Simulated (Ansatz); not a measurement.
# CH₃BFNO: single points with varied inputs

Aim: run CH₃BFNO under a spread of inputs, and see what each costs and gives.

The runs use Ansatz 0.2.0, Gaussian basis; the settings change from run to run.

## 1. The geometry

The structure was relaxed beforehand with PBE0-D4 in a triple-zeta def2 set.

SMILES `FC1NBO1`, 8 atoms, charge 0, spin multiplicity 1.

Atoms are counted from 1 here; the program's logs count them from 0.

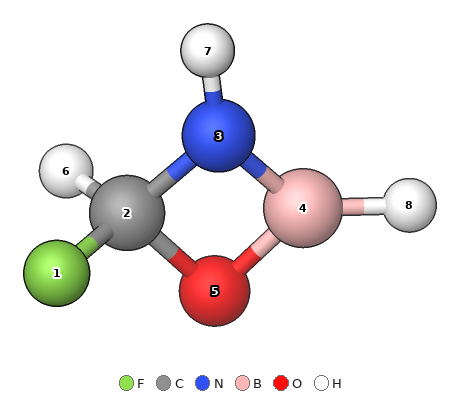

The structure; fluorine green, carbon grey, nitrogen blue, boron pink, oxygen red, hydrogen white; atoms are numbered from 1 in the order of the file.

## 2. PBEsol/x2c-TZVPPall

Options: unrestricted orbitals, D4 dispersion, relativity set to none.

Contents of in.yaml:

```yaml
crystal:
  periodic: [false, false, false]
  atoms:
    - {symbol: F, position_ang: [-0.422594, 1.223522, 1.477069]}
    - {symbol: C, position_ang: [-0.021007, 0.776635, 0.267658]}
    - {symbol: N, position_ang: [0.620126, -0.501160, 0.282584]}
    - {symbol: B, position_ang: [-0.410232, -0.900647, -0.600309]}
    - {symbol: O, position_ang: [-1.108592, 0.309629, -0.507475]}
    - {symbol: H, position_ang: [0.515698, 1.591565, -0.226327]}
    - {symbol: H, position_ang: [1.575985, -0.700303, 0.508196]}
    - {symbol: H, position_ang: [-0.657285, -1.856442, -1.257196]}
basis:
  gaussian: {orbitals: x2c-TZVPPall}
magnetization: {spin_polarized: true, initial_magnetization: 0}
hamiltonian: {xc: {name: PBEsol}, dispersion: d4, pseudopotentials: {relativity: none}}
```

Launch:

```bash
> ansatz run in.yaml --threads 2 --pin off --events-out ev --progress --plain --max-ram 4352MiB
```

Log:

```text
Functional definition: PBEsol
  name "PBEsol"
  cite "Perdew et al., Phys. Rev. Lett. 100, 136406 (2008) doi:10.1103/PhysRevLett.100.136406"
  cite "Perdew, Burke & Ernzerhof, Phys. Rev. Lett. 77, 3865 (1996) doi:10.1103/PhysRevLett.77.3865"
  parent pbesol
  exchange = pbesol_x
  correlation = pbesol_c
989 factors; their error is unknown
mean field evaluation 1: about -7974.3701 eV, gradient 5.0e1 eV
mean field evaluation 2: about -7953.5758 eV, gradient 8.5e1 eV
mean field evaluation 4: about -7983.2722 eV, gradient 6.1e0 eV
mean field evaluation 8: about -7983.3830 eV, gradient 2.8e-1 eV
mean field evaluation 16: about -7983.3647 eV, gradient 2.0e-4 eV
mean field -7983.36469659 eV, -293.3832412808 hartree, gradient 2.4e-5 eV, S^2 0.000000; 0 other end points of the search recorded, 0 dependent functions left out
reference -7983.36473270 eV, -293.3832426077 hartree; 19, 19 occupied and 178, 178 virtual orbitals, 989 factors
WARN: the results are in doubt because the basis set is contracted for relativity, which is off
Total energy: -7983.40299217 eV, -293.3846486174 hartree
In doubt: the basis set is contracted for relativity, which is off
```

It took 4 s on 2 threads of Intel Xeon Platinum 8259CL at 2.50GHz, shared host; peak memory 0.26 GiB.

⟨S²⟩ 0.000. The log holds a warning on this run.

## 3. PBE0-DH/6-31++G**

Options: relativity set to none.

in.yaml: that of step 2 with these lines changed.

```diff
@@ -12,4 +12,3 @@
 basis:
-  gaussian: {orbitals: x2c-TZVPPall}
-magnetization: {spin_polarized: true, initial_magnetization: 0}
-hamiltonian: {xc: {name: PBEsol}, dispersion: d4, pseudopotentials: {relativity: none}}
+  gaussian: {orbitals: "6-31++G**"}
+hamiltonian: {xc: {name: PBE0-DH}, pseudopotentials: {relativity: none}}
```

Same command.

Log, cut to the lines that bear on the results:

```text
Functional definition: PBE0-DH
  name "PBE0-DH"
  cite "Brémond & Adamo, J. Chem. Phys. 135, 024106 (2011) doi:10.1063/1.3604569"
  cite "Perdew, Burke & Ernzerhof, Phys. Rev. Lett. 77, 3865 (1996) doi:10.1103/PhysRevLett.77.3865"
[...]
993 factors; integrals over basis functions are off by at most 1.2e-3 eV
[...]
mean field -8005.15940594 eV, -294.1841820764 hartree, gradient 7.3e-6 eV, S^2 0.000000; 0 other end points of the search recorded, 0 dependent functions left out
5 core orbitals not correlated: weight in the atoms' cores, before any rotation towards them, 1.000 or more for the frozen orbitals, at most 0.000 for the correlated occupied ones
reference -8005.15944646 eV, -294.1841835654 hartree; 14, 14 occupied and 94, 94 virtual orbitals, 993 factors
second order -24.82984194 eV of doubles, -0.00000000 eV of singles
Total energy: -8008.26317670 eV, -294.2982435480 hartree
```

Run time: 3.2 s. Hardware: 2 threads of Intel Xeon Platinum 8259CL at 2.50GHz, shared host.

## 4. MP2/def2-mTZVP

This run has correlated electrons set to outside_noble_gas, the search for lower states set to light.

in.yaml: that of step 3 with these lines changed.

```diff
@@ -12,3 +12,6 @@
 basis:
-  gaussian: {orbitals: "6-31++G**"}
-hamiltonian: {xc: {name: PBE0-DH}, pseudopotentials: {relativity: none}}
+  gaussian: {orbitals: def2-mTZVP}
+hamiltonian: {xc: {name: HF}}
+correlation: {method: mp2, electrons: outside_noble_gas}
+scf: {lower_state_search: light}
+output: {forces: true}
```

Launched as before.

Log, cut to the lines that bear on the results:

```text
Functional definition: HF
  name "HF"
  cite "Fock, Z. Phys. 61, 126 (1930) doi:10.1007/BF01340294"
  parent pbe
[...]
970 factors; integrals over basis functions are off by at most 9.3e-4 eV
[...]
mean field -7978.44355822 eV, -293.2023927811 hartree, gradient 9.8e-7 eV, S^2 0.000000; 0 other end points of the search recorded, 0 dependent functions left out
5 core orbitals not correlated: weight in the atoms' cores, before any rotation towards them, 1.000 or more for the frozen orbitals, at most 0.000 for the correlated occupied ones
reference -7978.44355822 eV, -293.2023927811 hartree; 14, 14 occupied and 90, 90 virtual orbitals, 970 factors
second order -20.84497661 eV of doubles, -0.00000000 eV of singles
[...]
Total energy: -7999.28853483 eV, -293.9684315425 hartree
Atom 0 at    -0.422594     1.223522     1.477069 Å, force    -0.219182     0.225257     0.625442 eV/Å
Atom 1 at    -0.021007     0.776635     0.267658 Å, force     0.593103     0.421373    -0.339085 eV/Å
Atom 2 at     0.620126    -0.501160     0.282584 Å, force     0.040744    -0.247564     0.134922 eV/Å
Atom 3 at    -0.410232    -0.900647    -0.600309 Å, force    -0.005553    -0.573807    -0.328451 eV/Å
Atom 4 at    -1.108592     0.309629    -0.507475 Å, force    -0.667374     0.172229    -0.286081 eV/Å
Atom 5 at     0.515698     1.591565    -0.226327 Å, force    -0.071188    -0.103863     0.033823 eV/Å
Atom 6 at     1.575985    -0.700303     0.508196 Å, force     0.292699    -0.035610     0.052013 eV/Å
Atom 7 at    -0.657285    -1.856442    -1.257196 Å, force     0.036751     0.141985     0.107418 eV/Å
Dipole moment:     0.594457    -0.132826    -0.163280 e Å
```

It took 2.9 s on 2 threads of Intel Xeon Platinum 8259CL at 2.50GHz, shared host; peak memory 0.25 GiB.

Largest force 0.803 eV/Å, dipole 3.03 D.

## 5. r2SCAN/6-31++G**

This run has multiplicity 3, D3(BJ) with three-body dispersion.

in.yaml: that of step 4 with these lines changed.

```diff
@@ -12,6 +12,5 @@
 basis:
-  gaussian: {orbitals: def2-mTZVP}
-hamiltonian: {xc: {name: HF}}
-correlation: {method: mp2, electrons: outside_noble_gas}
-scf: {lower_state_search: light}
+  gaussian: {orbitals: "6-31++G**"}
+magnetization: {spin_polarized: true, initial_magnetization: 2}
+hamiltonian: {xc: {name: r2SCAN}, dispersion: d3bjatm}
 output: {forces: true}
```

Same command.

Log, cut to the lines that bear on the results:

```text
Functional definition: r2SCAN
  name "r2SCAN"
  cite "Furness, Kaplan, Ning, Perdew & Sun, J. Phys. Chem. Lett. 11, 8208 (2020) doi:10.1021/acs.jpclett.0c02405"
  cite "Furness, Kaplan, Ning, Perdew & Sun, J. Phys. Chem. Lett. 11, 9248 (2020) doi:10.1021/acs.jpclett.0c03077"
  parent r2scan
[...]
1057 factors; their error is unknown
[...]
mean field -8007.35466674 eV, -294.2648564228 hartree, gradient 2.7e-5 eV, S^2 2.011804; 6 other end points of the search recorded, 0 dependent functions left out
[...]
reference -8007.35470816 eV, -294.2648579448 hartree; 20, 18 occupied and 93, 95 virtual orbitals, 1057 factors
Total energy: -8007.38637288 eV, -294.2660216021 hartree
Atom 0 at    -0.422594     1.223522     1.477069 Å, force    -0.035949    -0.056367     0.730963 eV/Å
Atom 1 at    -0.021007     0.776635     0.267658 Å, force    -0.600264     1.425009    -0.428300 eV/Å
Atom 2 at     0.620126    -0.501160     0.282584 Å, force     2.348907     1.709133     2.644620 eV/Å
Atom 3 at    -0.410232    -0.900647    -0.600309 Å, force    -2.708610    -5.539149    -4.286788 eV/Å
Atom 4 at    -1.108592     0.309629    -0.507475 Å, force    -0.076516     2.290979     0.953916 eV/Å
Atom 5 at     0.515698     1.591565    -0.226327 Å, force     0.370490     0.176865    -0.041965 eV/Å
Atom 6 at     1.575985    -0.700303     0.508196 Å, force     0.603791    -0.075551     0.213108 eV/Å
Atom 7 at    -0.657285    -1.856442    -1.257196 Å, force     0.098150     0.069082     0.214446 eV/Å
Dipole moment:     0.822598     0.298759     0.449460 e Å
```

Wall time 14 s (2 threads of Intel Xeon Platinum 8259CL at 2.50GHz, shared host); peak memory 0.28 GiB.

Largest force 7.510 eV/Å, dipole 4.73 D, ⟨S²⟩ 2.012.

## 6. wB97X-V/pcseg-2

in.yaml: that of step 5 with these lines changed.

```diff
@@ -12,5 +12,3 @@
 basis:
-  gaussian: {orbitals: "6-31++G**"}
-magnetization: {spin_polarized: true, initial_magnetization: 2}
-hamiltonian: {xc: {name: r2SCAN}, dispersion: d3bjatm}
-output: {forces: true}
+  gaussian: {orbitals: pcseg-2}
+hamiltonian: {xc: {name: wB97X-V}}
```

Launched as before.

Log, cut to the lines that bear on the results:

```text
Functional definition: wB97X-V
  name "wB97X-V"
  cite "Mardirossian & Head-Gordon, Phys. Chem. Chem. Phys. 16, 9904 (2014) doi:10.1039/C3CP54374A"
  cite "Becke, J. Chem. Phys. 107, 8554 (1997) doi:10.1063/1.475007"
  cite "Vydrov & Van Voorhis, J. Chem. Phys. 133, 244103 (2010) doi:10.1063/1.3521275"
[...]
      + integral(e_c_pw_opposite_spin*poly(b97_u_opposite, cos0, cos1)) + vv10(b, c)
955 factors; their error is unknown
233 factors; integrals over basis functions are off by at most 9.8e-6 eV
[...]
mean field -8017.97504458 eV, -294.6551481096 hartree, gradient 2.9e-5 eV, S^2 0.000000; 0 other end points of the search recorded, 0 dependent functions left out
reference -8017.97504260 eV, -294.6551480368 hartree; 19, 19 occupied and 173, 173 virtual orbitals, 955 factors
Total energy: -8017.97504260 eV, -294.6551480368 hartree
```

Wall time 14 s (2 threads of Intel Xeon Platinum 8259CL at 2.50GHz, shared host); peak memory 0.49 GiB.

## 7. CAM-B3LYP/ANO-RCC-VTZP

Options: unrestricted orbitals, D4 dispersion, the search for lower states set to off.

in.yaml: that of step 6 with these lines changed.

```diff
@@ -12,3 +12,6 @@
 basis:
-  gaussian: {orbitals: pcseg-2}
-hamiltonian: {xc: {name: wB97X-V}}
+  gaussian: {orbitals: ANO-RCC-VTZP}
+magnetization: {spin_polarized: true, initial_magnetization: 0}
+hamiltonian: {xc: {name: CAM-B3LYP}, dispersion: d4}
+scf: {lower_state_search: off}
+output: {forces: true}
```

Same command.

Log, cut to the lines that bear on the results:

```text
Functional definition: CAM-B3LYP
  name "CAM-B3LYP"
  cite "Yanai, Tew & Handy, Chem. Phys. Lett. 393, 51 (2004) doi:10.1016/j.cplett.2004.06.011"
  cite "Iikura, Tsuneda, Yanai & Hirao, J. Chem. Phys. 115, 3540 (2001) doi:10.1063/1.1383587"
  cite "Becke, Phys. Rev. A 38, 3098 (1988) doi:10.1103/PhysRevA.38.3098"
  cite "Lee, Yang & Parr, Phys. Rev. B 37, 785 (1988) doi:10.1103/PhysRevB.37.785"
  cite "Vosko, Wilk & Nusair, Can. J. Phys. 58, 1200 (1980) doi:10.1139/p80-159"
[...]
  # Exact exchange under (alpha + beta erf(omega r))/r, Becke's under what is left of 1/r.
[...]
1314 factors; their error is unknown
357 factors; integrals over basis functions are off by at most 1.7e-5 eV
[...]
mean field -8023.31878819 eV, -294.8515270653 hartree, gradient 7.8e-6 eV, S^2 0.000000; 0 other end points of the search recorded, 0 dependent functions left out
[...]
Total energy: -8023.42114543 eV, -294.8552886242 hartree
Relativity: scalar
Atom 0 at    -0.422594     1.223522     1.477069 Å, force    -0.044015     0.026181     0.103019 eV/Å
Atom 1 at    -0.021007     0.776635     0.267658 Å, force     0.170388     0.269598    -0.108310 eV/Å
Atom 2 at     0.620126    -0.501160     0.282584 Å, force    -0.048114    -0.049888    -0.094555 eV/Å
Atom 3 at    -0.410232    -0.900647    -0.600309 Å, force    -0.077972    -0.130016    -0.068056 eV/Å
Atom 4 at    -1.108592     0.309629    -0.507475 Å, force     0.108289    -0.159493    -0.001800 eV/Å
Atom 5 at     0.515698     1.591565    -0.226327 Å, force    -0.080553    -0.095867     0.083392 eV/Å
Atom 6 at     1.575985    -0.700303     0.508196 Å, force    -0.059635     0.008888    -0.004146 eV/Å
Atom 7 at    -0.657285    -1.856442    -1.257196 Å, force     0.031612     0.130596     0.090457 eV/Å
Dipole moment:     0.581394    -0.148374    -0.166794 e Å
Checks for a lower state left out: stability, starts, cluster_reference, orbital_swaps, neighbouring_geometries, increment
```

Wall time 28 s (2 threads of Intel Xeon Platinum 8259CL at 2.50GHz, shared host); peak memory 0.73 GiB.

Largest force 0.337 eV/Å, dipole 2.99 D, ⟨S²⟩ 0.000.

## 8. revPBE/STO-3G

in.yaml: that of step 7 with these lines changed.

```diff
@@ -12,6 +12,4 @@
 basis:
-  gaussian: {orbitals: ANO-RCC-VTZP}
-magnetization: {spin_polarized: true, initial_magnetization: 0}
-hamiltonian: {xc: {name: CAM-B3LYP}, dispersion: d4}
-scf: {lower_state_search: off}
+  gaussian: {orbitals: STO-3G}
+hamiltonian: {xc: {name: revPBE}}
 output: {forces: true}
```

Launched as before.

Log, cut to the lines that bear on the results:

```text
Functional definition: revPBE
  name "revPBE"
  cite "Zhang & Yang, Phys. Rev. Lett. 80, 890 (1998) doi:10.1103/PhysRevLett.80.890"
  cite "Perdew, Burke & Ernzerhof, Phys. Rev. Lett. 77, 3865 (1996) doi:10.1103/PhysRevLett.77.3865"
[...]
401 factors; integrals over basis functions are off by at most 4.0e-5 eV
[...]
mean field -7906.21472060 eV, -290.5480319574 hartree, gradient 1.3e-5 eV, S^2 0.000000; 0 other end points of the search recorded, 0 dependent functions left out
[...]
reference -7906.21474216 eV, -290.5480327497 hartree; 19, 19 occupied and 9, 9 virtual orbitals, 401 factors
Total energy: -7906.21474216 eV, -290.5480327497 hartree
Atom 0 at    -0.422594     1.223522     1.477069 Å, force    -0.841595     1.053482     2.594424 eV/Å
Atom 1 at    -0.021007     0.776635     0.267658 Å, force     1.481267     3.057061     1.912236 eV/Å
Atom 2 at     0.620126    -0.501160     0.282584 Å, force    -0.012337    -2.347292    -0.328344 eV/Å
Atom 3 at    -0.410232    -0.900647    -0.600309 Å, force    -0.196893    -2.158326    -1.157801 eV/Å
Atom 4 at    -1.108592     0.309629    -0.507475 Å, force    -3.876360    -0.497813    -2.601497 eV/Å
Atom 5 at     0.515698     1.591565    -0.226327 Å, force     1.089608     1.195317    -1.155784 eV/Å
Atom 6 at     1.575985    -0.700303     0.508196 Å, force     2.294819    -0.524138     0.510042 eV/Å
Atom 7 at    -0.657285    -1.856442    -1.257196 Å, force     0.061490     0.221710     0.226724 eV/Å
Dipole moment:     0.425406     0.114425     0.054506 e Å
```

Run time: 1.1 s. Hardware: 2 threads of Intel Xeon Platinum 8259CL at 2.50GHz, shared host.

Largest force 4.695 eV/Å, dipole 2.13 D.

## 9. B97M-V/ANO-RCC-VTZP

This run has atoms shaken by 0.15 Å, a point charge of 1.00 e beside it, the search for lower states set to full.

Contents of in.yaml:

```yaml
crystal:
  periodic: [false, false, false]
  atoms:
    - {symbol: F, position_ang: [-0.544517, 1.616980, 1.404899]}
    - {symbol: C, position_ang: [-0.098808, 0.588057, 0.252450]}
    - {symbol: N, position_ang: [0.568806, -0.658018, -0.045851]}
    - {symbol: B, position_ang: [-0.479448, -0.929790, -0.485609]}
    - {symbol: O, position_ang: [-1.066185, 0.275046, -0.615825]}
    - {symbol: H, position_ang: [0.594881, 1.509015, -0.189886]}
    - {symbol: H, position_ang: [1.619415, -0.587010, 0.684039]}
    - {symbol: H, position_ang: [-0.686845, -1.818219, -1.313069]}
basis:
  gaussian: {orbitals: ANO-RCC-VTZP, point_charges: [{charge: 1.00, position_ang: [5.726, 0.249, 0.809]}]}
hamiltonian: {xc: {name: B97M-V}}
scf: {lower_state_search: full}
```

The command is unchanged.

Log, cut to the lines that bear on the results:

```text
Functional definition: B97M-V
  name "B97M-V"
  cite "Mardirossian & Head-Gordon, J. Chem. Phys. 142, 074111 (2015) doi:10.1063/1.4907719"
  cite "Becke, J. Chem. Phys. 107, 8554 (1997) doi:10.1063/1.475007"
  cite "Vydrov & Van Voorhis, J. Chem. Phys. 133, 244103 (2010) doi:10.1063/1.3521275"
  # Of w^i u^j: cxij and so on, Table III.
[...]
  gx(w, u) = cx00 + cx01*u + cx02*u^2 + (cx10 + cx11*u)*w
  gss(w, u) = css00 + css02*u^2 + css10*w + (css32*w^3 + css42*w^4)*u^2
  gos(w, u) = cos00 + cos01*u + cos03*u^3 + cos10*w + cos32*w^3*u^2
[...]
      + integral(e_c_pw_mod_opposite_spin*gos(b97_w_opposite, b97_u_opposite)) + vv10(b, c)
1314 factors; their error is unknown
[...]
mean field -8017.81489110 eV, -294.6492625777 hartree, gradient 4.9e-5 eV, S^2 0.000000; 0 other end points of the search recorded, 0 dependent functions left out
reference -8017.81498760 eV, -294.6492661241 hartree; 19, 19 occupied and 173, 173 virtual orbitals, 1314 factors
Total energy: -8017.81498760 eV, -294.6492661241 hartree
Relativity: scalar
```

Wall time 16 s (2 threads of Intel Xeon Platinum 8259CL at 2.50GHz, shared host); peak memory 0.36 GiB.

## 10. HSE06/x2c-TZVPPall

Contents of in.yaml:

```yaml
crystal:
  periodic: [false, false, false]
  atoms:
    - {symbol: F, position_ang: [-0.422594, 1.223522, 1.477069]}
    - {symbol: C, position_ang: [-0.021007, 0.776635, 0.267658]}
    - {symbol: N, position_ang: [0.620126, -0.501160, 0.282584]}
    - {symbol: B, position_ang: [-0.410232, -0.900647, -0.600309]}
    - {symbol: O, position_ang: [-1.108592, 0.309629, -0.507475]}
    - {symbol: H, position_ang: [0.515698, 1.591565, -0.226327]}
    - {symbol: H, position_ang: [1.575985, -0.700303, 0.508196]}
    - {symbol: H, position_ang: [-0.657285, -1.856442, -1.257196]}
basis:
  gaussian: {orbitals: x2c-TZVPPall}
hamiltonian: {xc: {name: HSE06}}
output: {forces: true}
```

The command is unchanged.

Log, cut to the lines that bear on the results:

```text
Functional definition: HSE06
  name "HSE06"
  cite "Heyd, Scuseria & Ernzerhof, J. Chem. Phys. 118, 8207 (2003) doi:10.1063/1.1564060"
  cite "Krukau, Vydrov, Izmaylov & Scuseria, J. Chem. Phys. 125, 224106 (2006) doi:10.1063/1.2404663"
  cite "Heyd & Scuseria, J. Chem. Phys. 120, 7274 (2004) doi:10.1063/1.1668634"
  cite "Ernzerhof & Perdew, J. Chem. Phys. 109, 3313 (1998) doi:10.1063/1.476928"
  cite "Perdew, Burke & Ernzerhof, Phys. Rev. Lett. 77, 3865 (1996) doi:10.1103/PhysRevLett.77.3865"
  parent pbe
[...]
  # The whole range is PBE's own exchange, as in plane waves. The composition of these papers is wPBEh.
[...]
989 factors; their error is unknown
90 factors; integrals over basis functions are off by at most 3.1e-7 eV
[...]
mean field -8016.81119893 eV, -294.6123775709 hartree, gradient 3.2e-5 eV, S^2 0.000000; 0 other end points of the search recorded, 0 dependent functions left out
[...]
reference -8016.81123471 eV, -294.6123788857 hartree; 19, 19 occupied and 178, 178 virtual orbitals, 989 factors
Total energy: -8016.81123471 eV, -294.6123788857 hartree
Relativity: scalar
Atom 0 at    -0.422594     1.223522     1.477069 Å, force     0.000792     0.003329    -0.002416 eV/Å
Atom 1 at    -0.021007     0.776635     0.267658 Å, force     0.019901     0.031365    -0.004227 eV/Å
Atom 2 at     0.620126    -0.501160     0.282584 Å, force     0.029965    -0.013766     0.003656 eV/Å
Atom 3 at    -0.410232    -0.900647    -0.600309 Å, force    -0.004536    -0.014710    -0.011871 eV/Å
Atom 4 at    -1.108592     0.309629    -0.507475 Å, force    -0.008064    -0.003909    -0.004741 eV/Å
Atom 5 at     0.515698     1.591565    -0.226327 Å, force    -0.016702    -0.020926     0.014458 eV/Å
Atom 6 at     1.575985    -0.700303     0.508196 Å, force    -0.024860     0.004738    -0.004055 eV/Å
Atom 7 at    -0.657285    -1.856442    -1.257196 Å, force     0.003504     0.013879     0.009196 eV/Å
Dipole moment:     0.560584    -0.125718    -0.140494 e Å
```

Run time: 5.5 s. Hardware: 2 threads of Intel Xeon Platinum 8259CL at 2.50GHz, shared host; peak memory 0.43 GiB.

Largest force 0.037 eV/Å, dipole 2.84 D.

## 11. All runs side by side

```csv
level,charge,multiplicity,geometry,functions,energy (eV),time
PBEsol/x2c-TZVPPall,0,1,relaxed,197,-7983.403,4 s
PBE0-DH/6-31++G**,0,1,relaxed,113,-8008.263,3.2 s
MP2/def2-mTZVP,0,1,relaxed,109,-7999.289,2.9 s
r2SCAN/6-31++G**,0,3,relaxed,113,-8007.386,14 s
wB97X-V/pcseg-2,0,1,relaxed,192,-8017.975,14 s
CAM-B3LYP/ANO-RCC-VTZP,0,1,relaxed,192,-8023.421,28 s
revPBE/STO-3G,0,1,relaxed,28,-7906.215,1.1 s
B97M-V/ANO-RCC-VTZP,0,1,"shaken, point charge",192,-8017.815,16 s
HSE06/x2c-TZVPPall,0,1,relaxed,197,-8016.811,5.5 s
```

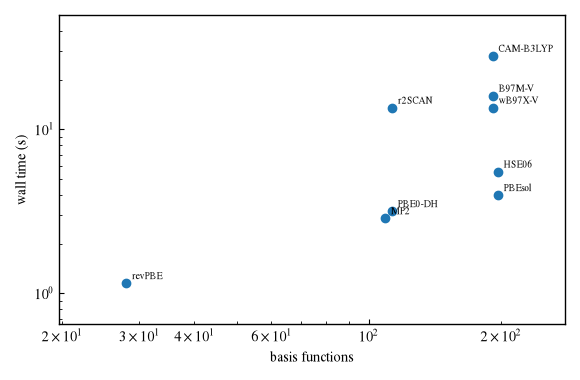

Wall time against the number of basis functions (shared host).

## 12. Outcome

| quantity | value |
| --- | --- |
| runs | 9 |
| quickest | revPBE/STO-3G, 1.1 s |
| slowest | CAM-B3LYP/ANO-RCC-VTZP, 28 s |
| spread of total energies, same state and geometry | 117.2 eV |
| dipole, same state and geometry | 2.13 to 3.03 D |

What this shows: CAM-B3LYP/ANO-RCC-VTZP took 24 times as long as revPBE/STO-3G. The jobs differ in tasks and options as well as level. The totals spread over 117 eV; they can't be compared across methods or bases. At the PBE0-D4/def2-TZVP geometry and in the same state, runs without warnings or point charges leave forces up to 4.69 eV/Å (revPBE/STO-3G). At that geometry and state the dipole changes by 42 % between the lowest and highest value.
